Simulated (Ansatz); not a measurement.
# C2H7Si (SMILES C[SiH]C), step by step

Wanted: a series of 34 runs (U-wB97X-V/def2-SVP, wB97X-V/def2-SVP, UPBE/def2-TZVP, PBE/def2-TZVP, UB3LYP/def2-TZVP, B3LYP/def2-TZVP, UHF/def2-TZVP, HF/def2-TZVP) of C2H7Si and its partners. 

The results are computed with Ansatz 0.2.0.

**1. The structure to begin with**

The species is C2H7Si (10 atoms), meant as a doublet with charge 0. SMILES: `C[SiH]C`. The coordinates come from a PBE0-D4/def2-TZVP relaxation. The run starts from this shape.

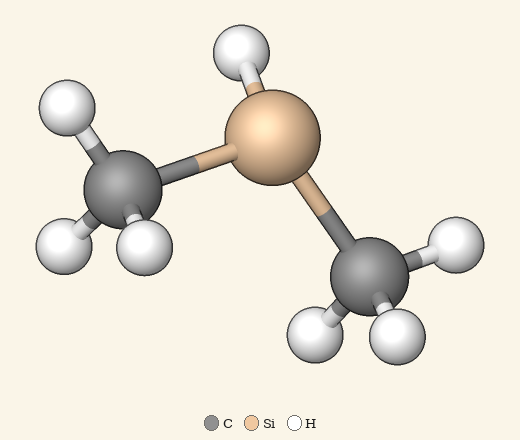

Viewed from a chosen angle; carbon grey, silicon light orange, hydrogen white.

**2. A structure relaxation at U-wB97X-V/def2-SVP (paw set gaussian, start density atoms) (run 1)**

run.yaml

```yaml
crystal:
  periodic: [false, false, false]
  atoms:
    - symbol: C
      position_ang: [-1.065300, 0.729000, -0.876200]
    - symbol: Si
      position_ang: [0.579500, 0.676400, 0.026300]
    - symbol: C
      position_ang: [0.745000, -0.863300, 1.086800]
    - symbol: H
      position_ang: [-1.173700, -0.143700, -1.529000]
    - symbol: H
      position_ang: [-1.145400, 1.625300, -1.494500]
    - symbol: H
      position_ang: [-1.899100, 0.727900, -0.170400]
    - symbol: H
      position_ang: [1.707100, 0.752000, -0.952200]
    - symbol: H
      position_ang: [-0.043500, -0.905000, 1.841800]
    - symbol: H
      position_ang: [1.708100, -0.884600, 1.600600]
    - symbol: H
      position_ang: [0.670300, -1.765000, 0.469600]
basis:
  gaussian:
    orbitals: def2-SVP
total_charge: 0
magnetization:
  spin_polarized: true
  initial_magnetization: 1
hamiltonian:
  xc: {name: wB97X-V}
relax: {}
```

The run is started by

```
$ ansatz run run.yaml --threads 1 --pin off --max-ram 3480MiB --events-out events.jsonl --progress --plain --runs-dir runs
```

The log of the run (excerpt; [...] marks lines left out):

```text
Warning: RAYON_NUM_THREADS=1 ignored (pool sized by the plan → 1); use --threads N
[...]
Functional definition: wB97X-V
  name "wB97X-V"
[...]
      + integral(e_c_pw_opposite_spin*poly(b97_u_opposite, cos0, cos1)) + vv10(b, c)
882 factors; integrals over basis functions are off by at most 3.8e-4 eV
326 factors; integrals over basis functions are off by at most 3.8e-7 eV
[...]
mean field -10058.84394327 eV, -369.6556967860 hartree, gradient 2.9e-5 eV, S^2 0.751094; 0 other end points of the search recorded, 0 dependent functions left out
[...]
reference -10058.84394209 eV, -369.6556967426 hartree; 17, 16 occupied and 64, 65 virtual orbitals, 882 factors
relax step   1: F+E_penalty+E_count = -10058.84394327 eV  Δ(F+E_penalty+E_count) = +0.000e0 eV  max|allowed force component| = 3.101e-1 eV/Å  Δτ_max = 0.0000 Å  (26 SCF iters, accepted)
[...]
relax step   3: F+E_penalty+E_count = -10058.85811462 eV  Δ(F+E_penalty+E_count) = -1.289e-3 eV  max|allowed force component| = 1.291e-2 eV/Å  Δτ_max = 0.0067 Å  (25 SCF iters, accepted)
[...]
relax step   4: F+E_penalty+E_count = -10058.85812877 eV  Δ(F+E_penalty+E_count) = -1.415e-5 eV  max|allowed force component| = 4.653e-3 eV/Å  Δτ_max = 0.0017 Å  (21 SCF iters, accepted)
882 factors; integrals over basis functions are off by at most 3.9e-4 eV
326 factors; integrals over basis functions are off by at most 3.8e-7 eV
[...]
mean field -10058.85812877 eV, -369.6562180933 hartree, gradient 2.7e-5 eV, S^2 0.751097; 1 other end points of the search recorded, 0 dependent functions left out
[...]
reference -10058.85812757 eV, -369.6562180494 hartree; 17, 16 occupied and 64, 65 virtual orbitals, 882 factors
Total energy: -10058.85812757 eV, -369.6562180494 hartree
Atom 0 at    -1.069812     0.733954    -0.879818 Å, force    -0.001590    -0.000507    -0.001690 eV/Å
Atom 1 at     0.588175     0.685844     0.025984 Å, force     0.000655     0.004653     0.003159 eV/Å
Atom 2 at     0.749100    -0.865941     1.092650 Å, force     0.000408    -0.002276     0.000499 eV/Å
Atom 3 at    -1.177138    -0.148097    -1.537014 Å, force     0.000192     0.000231    -0.000075 eV/Å
Atom 4 at    -1.157655     1.636081    -1.506695 Å, force     0.000636    -0.000999     0.000877 eV/Å
Atom 5 at    -1.912130     0.730411    -0.168320 Å, force     0.002340    -0.000517     0.000115 eV/Å
Atom 6 at     1.718324     0.755787    -0.959459 Å, force    -0.002234    -0.002454     0.000087 eV/Å
Atom 7 at    -0.047442    -0.909885     1.853789 Å, force     0.000371     0.001221    -0.002021 eV/Å
Atom 8 at     1.719727    -0.894827     1.613776 Å, force    -0.001025     0.000476    -0.000945 eV/Å
Atom 9 at     0.671850    -1.774327     0.467906 Å, force     0.000246     0.000171    -0.000006 eV/Å
Dipole moment:    -0.117615    -0.115633     0.014669 e Å
```

Run time: 62 s. Hardware: 1 thread of Arm Neoverse V2, shared host; peak memory 0.31 GiB.

Steps, from the record of the run:

```
step  energy from the first frame kept (eV)  largest force (eV/Å)
   1                                 0.0000                0.3559
   2                                -0.0129                0.1141
   3                                -0.0142                0.0140
   4                                -0.0142                0.0057
```

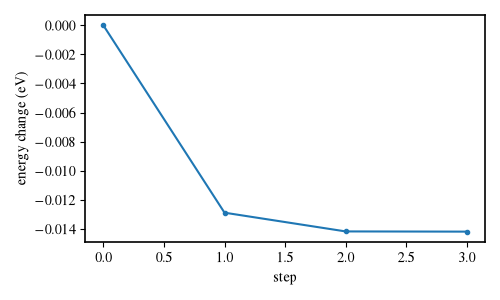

Energy along the run.

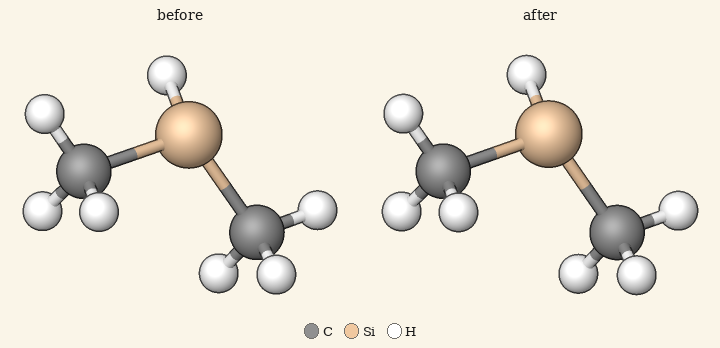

Before and after, at one scale.

After the run. Bond lengths: C1–Si2 1.890 Å, Si2–C3 1.890 Å, C1–H4 1.105 Å, C1–H5 1.102 Å, C1–H6 1.103 Å, Si2–H7 1.501 Å, C3–H8 1.103 Å, C3–H9 1.102 Å, C3–H10 1.105 Å. Some angles: C1–Si2–C3 111.5°, C1–Si2–H7 110.2°, C3–Si2–H7 110.2°, Si2–C1–H4 110.5°, Si2–C1–H5 111.3°, Si2–C1–H6 111.2°, Si2–C3–H8 111.2°, Si2–C3–H9 111.3°, Si2–C3–H10 110.5°, H4–C1–H5 107.9°.

**3. The singlet cation: a geometry optimisation at wB97X-V/def2-SVP (paw set gaussian, start density atoms) (run 2)**

molecule.yaml

```yaml
basis:
  gaussian: {orbitals: def2-SVP}
crystal:
  periodic: [false, false, false]
  atoms:
    - {symbol: C, position_ang: [-1.065300, 0.729000, -0.876200]}
    - {symbol: Si, position_ang: [0.579500, 0.676400, 0.026300]}
    - {symbol: C, position_ang: [0.745000, -0.863300, 1.086800]}
    - {symbol: H, position_ang: [-1.173700, -0.143700, -1.529000]}
    - {symbol: H, position_ang: [-1.145400, 1.625300, -1.494500]}
    - {symbol: H, position_ang: [-1.899100, 0.727900, -0.170400]}
    - {symbol: H, position_ang: [1.707100, 0.752000, -0.952200]}
    - {symbol: H, position_ang: [-0.043500, -0.905000, 1.841800]}
    - {symbol: H, position_ang: [1.708100, -0.884600, 1.600600]}
    - {symbol: H, position_ang: [0.670300, -1.765000, 0.469600]}
total_charge: 1
hamiltonian: {xc: {name: wB97X-V}}
relax: {}
```

The run is started by

```
$ ansatz run molecule.yaml --threads 1 --pin off --max-ram 3480MiB --events-out events.jsonl --progress --plain --runs-dir runs
```

The log of the run (excerpt; [...] marks lines left out):

```text
Warning: RAYON_NUM_THREADS=1 ignored (pool sized by the plan → 1); use --threads N
[...]
[... 2 set-up lines as earlier in the session ...]
[...]
      + integral(e_c_pw_opposite_spin*poly(b97_u_opposite, cos0, cos1)) + vv10(b, c)
882 factors; integrals over basis functions are off by at most 3.8e-4 eV
326 factors; integrals over basis functions are off by at most 3.8e-7 eV
[...]
mean field -10051.20830555 eV, -369.3750922754 hartree, gradient 2.5e-5 eV, S^2 0.000000; 0 other end points of the search recorded, 0 dependent functions left out
[...]
reference -10051.20830395 eV, -369.3750922165 hartree; 16, 16 occupied and 65, 65 virtual orbitals, 882 factors
relax step   1: F+E_penalty+E_count = -10051.20830555 eV  Δ(F+E_penalty+E_count) = +0.000e0 eV  max|allowed force component| = 3.676e0 eV/Å  Δτ_max = 0.0000 Å  (26 SCF iters, accepted)
[...]
Total energy: -10052.15206607 eV, -369.4097748348 hartree
Atom 0 at    -1.117421     0.780663    -0.891484 Å, force     0.001684     0.004659    -0.003966 eV/Å
Atom 1 at     0.490801     0.114042    -0.348030 Å, force    -0.000109    -0.005933    -0.004710 eV/Å
Atom 2 at     0.770229    -0.879689     1.155474 Å, force     0.006232     0.000668     0.000977 eV/Å
Atom 3 at    -1.341442     0.402727    -1.907922 Å, force     0.001147     0.000528     0.003879 eV/Å
Atom 4 at    -1.038943     1.880599    -0.991753 Å, force    -0.001069    -0.003388     0.000842 eV/Å
Atom 5 at    -1.945383     0.528857    -0.212147 Å, force    -0.001864    -0.000092     0.001386 eV/Å
Atom 6 at     1.665849     0.400759    -1.199064 Å, force     0.000799     0.002086     0.000959 eV/Å
Atom 7 at    -0.146038    -1.053969     1.739005 Å, force    -0.001673    -0.000259     0.001590 eV/Å
Atom 8 at     1.525104    -0.374707     1.788904 Å, force    -0.002982    -0.001707    -0.001235 eV/Å
Atom 9 at     1.220244    -1.850280     0.869816 Å, force    -0.002166     0.003440     0.000278 eV/Å
Dipole moment:     0.105276     0.026149    -0.075872 e Å
```

Run time: 2.9 min. Hardware: 1 thread of Arm Neoverse V2, shared host; peak memory 0.21 GiB.

The path in brief:

```
step  energy from the first frame kept (eV)  largest force (eV/Å)
   1                                 0.0000                4.4093
   2                                -0.7235                1.6890
   3                                -0.8846                0.4945
   4                                -0.9148                0.3189
   5                                -0.9298                0.2441
   6                                -0.9359                0.0592
   7                                -0.9380                0.0252
   8                                -0.9335                0.3754
   9                                -0.9376                0.2403
  10                                -0.9390                0.0163
  11                                -0.9407                0.0656
  12                                -0.9391                0.2067
  13                                -0.9415                0.0338
  14                                -0.9424                0.0667
  15                                -0.9425                0.0890
  16                                -0.9431                0.0513
  17                                -0.9433                0.0246
  18                                -0.9435                0.0141
  19                                -0.9437                0.0221
  20                                -0.9437                0.0104
  21                                -0.9438                0.0032
  22                                -0.9438                0.0076
```

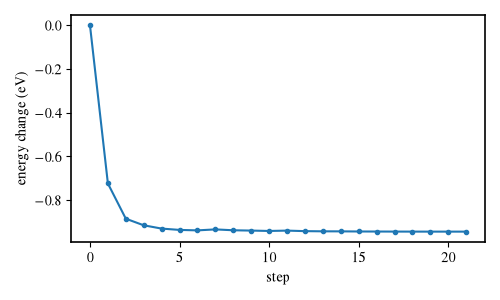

Energy along the run.

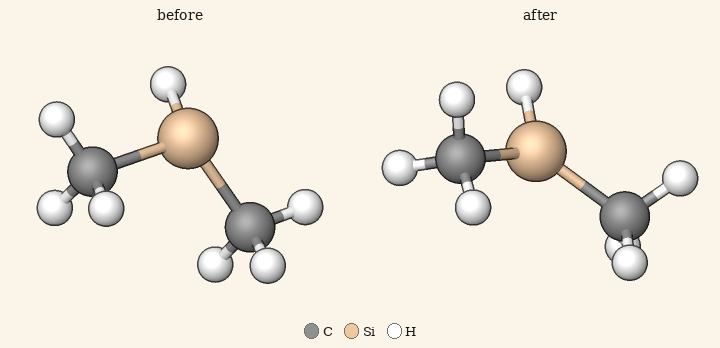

Before and after, at one scale.

After the run. Bond lengths: C1–Si2 1.824 Å, Si2–C3 1.824 Å, C1–H4 1.107 Å, C1–H5 1.107 Å, C1–H6 1.100 Å, Si2–H7 1.479 Å, C3–H8 1.100 Å, C3–H9 1.107 Å, C3–H10 1.107 Å. Some angles: C1–Si2–C3 125.4°, C1–Si2–H7 117.3°, C3–Si2–H7 117.3°, Si2–C1–H4 109.1°, Si2–C1–H5 109.1°, Si2–C1–H6 113.3°, Si2–C3–H8 113.3°, Si2–C3–H9 109.1°, Si2–C3–H10 109.1°, H4–C1–H5 105.7°.

Runs 3 to 27 aren't shown in full; the table further down has their settings and results.

**4. The singlet anion: the energy at HF/def2-TZVP (paw set gaussian, start density atoms) (run 28)**

molecule.yaml

```yaml
basis:
  gaussian:
    orbitals: def2-TZVP
crystal:
  periodic: [false, false, false]
  atoms:
    - {symbol: C, position_ang: [-1.007986, 0.699653, -0.833980]}
    - {symbol: Si, position_ang: [0.640225, 0.985213, 0.220806]}
    - {symbol: C, position_ang: [0.714823, -0.815718, 1.034315]}
    - {symbol: H, position_ang: [-1.031744, -0.263334, -1.384284]}
    - {symbol: H, position_ang: [-1.150025, 1.508875, -1.577521]}
    - {symbol: H, position_ang: [-1.900778, 0.721420, -0.176734]}
    - {symbol: H, position_ang: [1.625491, 0.665859, -0.946768]}
    - {symbol: H, position_ang: [-0.042921, -0.912746, 1.838015]}
    - {symbol: H, position_ang: [1.698418, -0.996599, 1.511485]}
    - {symbol: H, position_ang: [0.537497, -1.643621, 0.317466]}
total_charge: -1
hamiltonian:
  xc: hf
```

The run is started by

```
$ ansatz run molecule.yaml --threads 1 --pin off --max-ram 3480MiB --events-out events.jsonl --progress --plain --runs-dir runs
```

The log of the run:

```text
Warning: RAYON_NUM_THREADS=1 ignored (pool sized by the plan → 1); use --threads N
Functional definition: HF
  name "HF"
  exchange = exact_x
  correlation = 0
1082 factors; their error is unknown
mean field evaluation 1: about -10032.0607 eV, gradient 2.1e1 eV
mean field evaluation 2: about -10033.5803 eV, gradient 6.5e0 eV
mean field evaluation 4: about -10033.7829 eV, gradient 4.6e-1 eV
mean field evaluation 8: about -10033.9540 eV, gradient 3.6e-1 eV
mean field -10033.95413042 eV, -368.7410130345 hartree, gradient 1.4e-5 eV, S^2 0.000000; 0 other end points of the search recorded, 0 dependent functions left out
reference -10033.95413042 eV, -368.7410130345 hartree; 17, 17 occupied and 124, 124 virtual orbitals, 1082 factors
Total energy: -10033.95413042 eV, -368.7410130345 hartree
```

Wall time 0.95 s (1 thread of Arm Neoverse V2, shared host); peak memory 0.18 GiB.

Runs 29 to 33 aren't shown in full; the table further down has their settings and results.

**5. C2H6Si: a single-point energy at HF/def2-TZVP (paw set gaussian, start density atoms) (run 34)**

input.yaml

```yaml
crystal:
  periodic: [false, false, false]
  atoms:
    - {symbol: C, position_ang: [-0.981747, 0.681640, -0.804565]}
    - {symbol: Si, position_ang: [0.740956, 0.834635, 0.005788]}
    - {symbol: C, position_ang: [0.690954, -0.789669, 1.009242]}
    - {symbol: H, position_ang: [-1.047701, -0.254828, -1.391730]}
    - {symbol: H, position_ang: [-1.229788, 1.524138, -1.469625]}
    - {symbol: H, position_ang: [-1.766718, 0.610942, -0.026808]}
    - {symbol: H, position_ang: [-0.176494, -0.789252, 1.697423]}
    - {symbol: H, position_ang: [1.602154, -0.966691, 1.602547]}
    - {symbol: H, position_ang: [0.544283, -1.653915, 0.332727]}
basis:
  gaussian: {orbitals: def2-TZVP}
hamiltonian: {xc: hf}
```

The run is started by

```
$ ansatz run input.yaml --threads 1 --pin off --max-ram 3480MiB --events-out events.jsonl --progress --plain --runs-dir runs
```

The log of the run:

```text
Warning: RAYON_NUM_THREADS=1 ignored (pool sized by the plan → 1); use --threads N
[... 4 set-up lines as earlier in the session ...]
1038 factors; their error is unknown
mean field evaluation 1: about -10014.3222 eV, gradient 3.5e1 eV
mean field evaluation 2: about -10017.0010 eV, gradient 1.5e1 eV
mean field evaluation 4: about -10017.6507 eV, gradient 4.5e-1 eV
mean field evaluation 8: about -10017.8217 eV, gradient 3.6e-1 eV
mean field -10017.82182815 eV, -368.1481618611 hartree, gradient 1.7e-5 eV, S^2 0.000000; 0 other end points of the search recorded, 0 dependent functions left out
reference -10017.82182815 eV, -368.1481618611 hartree; 16, 16 occupied and 119, 119 virtual orbitals, 1038 factors
Total energy: -10017.82182815 eV, -368.1481618611 hartree
```

Run time: 0.81 s. Hardware: 1 thread of Arm Neoverse V2, shared host; peak memory 0.17 GiB.

**6. The series**

```
run                                                       level  broken bond      task   partner  energy (Eh)  wall time
  1  U-wB97X-V/def2-SVP (paw set gaussian, start density atoms)            –  optimise      base  -369.656218       62 s
  2    wB97X-V/def2-SVP (paw set gaussian, start density atoms)            –  optimise    cation  -369.409775    2.9 min
  3    wB97X-V/def2-SVP (paw set gaussian, start density atoms)            –  optimise     anion  -369.678457       68 s
  4    wB97X-V/def2-SVP (paw set gaussian, start density atoms)       (4, 1)  optimise  fragment  -369.041452       86 s
  5    wB97X-V/def2-SVP (paw set gaussian, start density atoms)       (2, 1)  optimise  fragment  -329.752328       25 s
  6  U-wB97X-V/def2-SVP (paw set gaussian, start density atoms)       (2, 1)  optimise  fragment   -39.789164      8.7 s
  7    wB97X-V/def2-SVP (paw set gaussian, start density atoms)       (7, 2)  optimise  fragment  -369.041560       63 s
  8      UPBE/def2-TZVP (paw set gaussian, start density atoms)            –    energy      base  -369.647384      5.4 s
  9       PBE/def2-TZVP (paw set gaussian, start density atoms)            –    energy    cation  -369.399911      2.8 s
 10       PBE/def2-TZVP (paw set gaussian, start density atoms)            –    energy     anion  -369.673372        3 s
 11      UPBE/def2-TZVP (paw set gaussian, start density atoms)       (4, 1)    energy  fragment    -0.499616     0.08 s
 12       PBE/def2-TZVP (paw set gaussian, start density atoms)       (4, 1)    energy  fragment  -369.039448      2.6 s
 13       PBE/def2-TZVP (paw set gaussian, start density atoms)       (2, 1)    energy  fragment  -329.746435      1.2 s
 14      UPBE/def2-TZVP (paw set gaussian, start density atoms)       (2, 1)    energy  fragment   -39.788043      0.5 s
 15      UPBE/def2-TZVP (paw set gaussian, start density atoms)       (7, 2)    energy  fragment    -0.499616     0.08 s
 16       PBE/def2-TZVP (paw set gaussian, start density atoms)       (7, 2)    energy  fragment  -369.034580      2.7 s
 17    UB3LYP/def2-TZVP (paw set gaussian, start density atoms)            –    energy      base  -369.948166      6.6 s
 18     B3LYP/def2-TZVP (paw set gaussian, start density atoms)            –    energy    cation  -369.699545      3.6 s
 19     B3LYP/def2-TZVP (paw set gaussian, start density atoms)            –    energy     anion  -369.976224      3.6 s
 20    UB3LYP/def2-TZVP (paw set gaussian, start density atoms)       (4, 1)    energy  fragment    -0.502154     0.08 s
 21     B3LYP/def2-TZVP (paw set gaussian, start density atoms)       (4, 1)    energy  fragment  -369.335255      3.3 s
 22     B3LYP/def2-TZVP (paw set gaussian, start density atoms)       (2, 1)    energy  fragment  -329.986312      1.4 s
 23    UB3LYP/def2-TZVP (paw set gaussian, start density atoms)       (2, 1)    energy  fragment   -39.858419     0.52 s
 24    UB3LYP/def2-TZVP (paw set gaussian, start density atoms)       (7, 2)    energy  fragment    -0.502154     0.08 s
 25     B3LYP/def2-TZVP (paw set gaussian, start density atoms)       (7, 2)    energy  fragment  -369.331212      3.3 s
 26       UHF/def2-TZVP (paw set gaussian, start density atoms)            –    energy      base  -368.757041      2.3 s
 27        HF/def2-TZVP (paw set gaussian, start density atoms)            –    energy    cation  -368.524450     0.89 s
 28        HF/def2-TZVP (paw set gaussian, start density atoms)            –    energy     anion  -368.741013     0.95 s
 29       UHF/def2-TZVP (paw set gaussian, start density atoms)       (4, 1)    energy  fragment    -0.499810     0.04 s
 30        HF/def2-TZVP (paw set gaussian, start density atoms)       (4, 1)    energy  fragment  -368.147268     0.85 s
 31        HF/def2-TZVP (paw set gaussian, start density atoms)       (2, 1)    energy  fragment  -329.086965     0.42 s
 32       UHF/def2-TZVP (paw set gaussian, start density atoms)       (2, 1)    energy  fragment   -39.576959     0.12 s
 33       UHF/def2-TZVP (paw set gaussian, start density atoms)       (7, 2)    energy  fragment    -0.499810     0.04 s
 34        HF/def2-TZVP (paw set gaussian, start density atoms)       (7, 2)    energy  fragment  -368.148162     0.81 s
```

**7. Results**

| quantity | value |
| --- | --- |
| C2H6Si, run 34: total energy | -368.14816 Eh |
| adiabatic electron affinity (to the singlet anion, shapes relaxed at wB97X-V/def2-SVP, no zero-point term), UPBE/def2-TZVP | 0.707 eV |
| adiabatic electron affinity (to the singlet anion, shapes relaxed at wB97X-V/def2-SVP, no zero-point term), UB3LYP/def2-TZVP | 0.763 eV |
| adiabatic electron affinity (to the singlet anion, shapes relaxed at wB97X-V/def2-SVP, no zero-point term), UHF/def2-TZVP | -0.436 eV |
| dissociation energy of the H7–Si2 bond into doublet H and singlet C2H6Si (shapes relaxed at wB97X-V/def2-SVP, no zero-point term), UPBE/def2-TZVP | 3.080 eV |
| dissociation energy of the H4–C1 bond into doublet H and singlet C2H6Si (shapes relaxed at wB97X-V/def2-SVP, no zero-point term), UPBE/def2-TZVP | 2.948 eV |
| dissociation energy of the H4–C1 bond into doublet H and singlet C2H6Si (shapes relaxed at wB97X-V/def2-SVP, no zero-point term), UHF/def2-TZVP | 2.992 eV |
| adiabatic ionisation energy (to the singlet cation, shapes relaxed at wB97X-V/def2-SVP, no zero-point term), UPBE/def2-TZVP | 6.734 eV |
| adiabatic ionisation energy (to the singlet cation, shapes relaxed at wB97X-V/def2-SVP, no zero-point term), UHF/def2-TZVP | 6.329 eV |

In words: At UPBE/def2-TZVP: the adiabatic electron affinity (to the singlet anion, shapes relaxed at wB97X-V/def2-SVP, no zero-point term) is 0.71 eV (16.3 kcal/mol). At UB3LYP/def2-TZVP: the adiabatic electron affinity (to the singlet anion, shapes relaxed at wB97X-V/def2-SVP, no zero-point term) is 0.76 eV (73.7 kJ/mol). At UHF/def2-TZVP: the adiabatic electron affinity (to the singlet anion, shapes relaxed at wB97X-V/def2-SVP, no zero-point term) is −0.44 eV (−10.1 kcal/mol). A negative value puts this state of the anion above the relaxed parent: the electron is not bound at this level, and such a value depends on the basis. At UPBE/def2-TZVP: the dissociation energy of the H7–Si2 bond into doublet H and singlet C2H6Si (shapes relaxed at wB97X-V/def2-SVP, no zero-point term) is 3.08 eV (71 kcal/mol). At UPBE/def2-TZVP: the dissociation energy of the H4–C1 bond into doublet H and singlet C2H6Si (shapes relaxed at wB97X-V/def2-SVP, no zero-point term) is 2.95 eV (68 kcal/mol). Totals of different functionals can't be ranked against each other. All runs together took 8.9 min, the longest 2.9 min.
